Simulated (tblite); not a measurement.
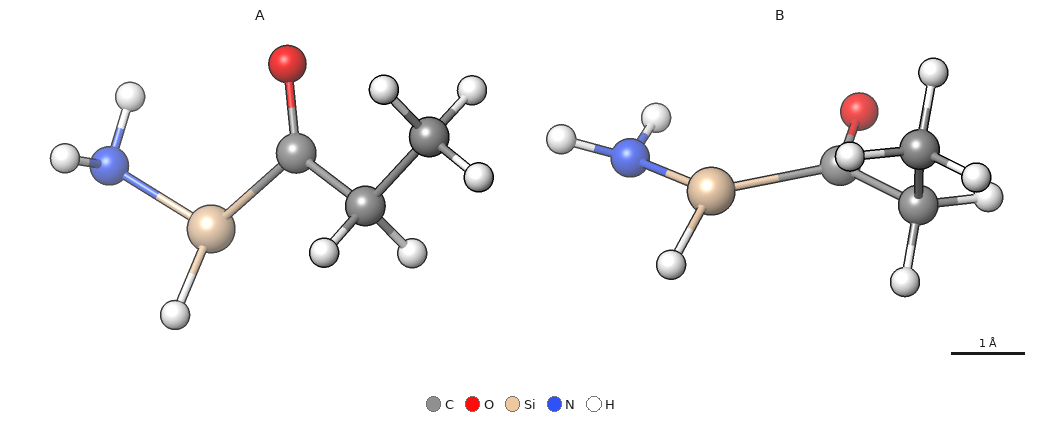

Two geometries of C$_{3}$H$_{8}$NOSi (multiplicity 2), drawn at one scale. One is the start of a relaxation, the other its converged end. A ball-and-stick model, seen at a tilt.

These are results of GFN2-xTB geometry optimisation, gas phase in tblite 0.8.0, not measurements. 

**Which geometry has the lower energy?**

Structure B is the relaxed one. The energy falls by 7.58 kcal/mol in 167 geometry steps. The atom that moves furthest after the best rigid fit is the O atom (1.58 Å). By element the largest moves are O 1.58 Å, H 1.43 Å, Si 1.22 Å, C 0.58 Å, N 0.36 Å. Among the contacts that change: C–Si 1.907 → 1.846 Å, H–Si 1.477 → 1.449 Å, C–C 1.489 → 1.516 Å, C–H 1.101 → 1.089 Å. Among the angles between lasting bonds that change: C–Si–H 111.2° → 128.3°, Si–N–H 108.1° → 121.7°, Si–N–H 107.5° → 117.1°. Groups turn about C–C by about 105°.
